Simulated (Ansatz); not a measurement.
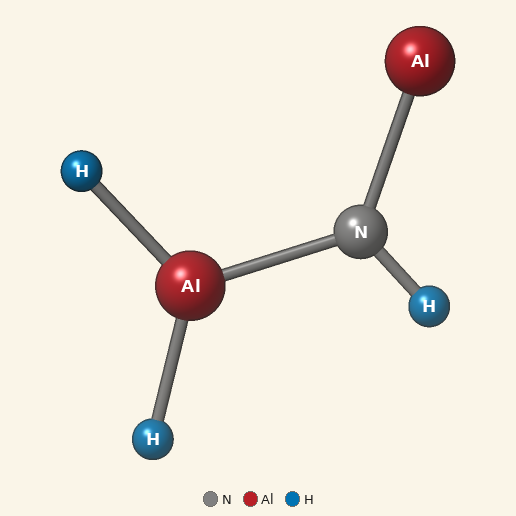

All atoms lie in one plane, which faces the viewer. The geometry was computed by an optimisation with PBE0-D4/def2-TZVP. No frequency run is at hand to confirm it as a minimum.

### Which symmetry elements does this geometry have?

It has 1 mirror plane, so the point group is Cs. The group has 2 operations. The geometry is achiral, and symmetry allows a dipole moment.
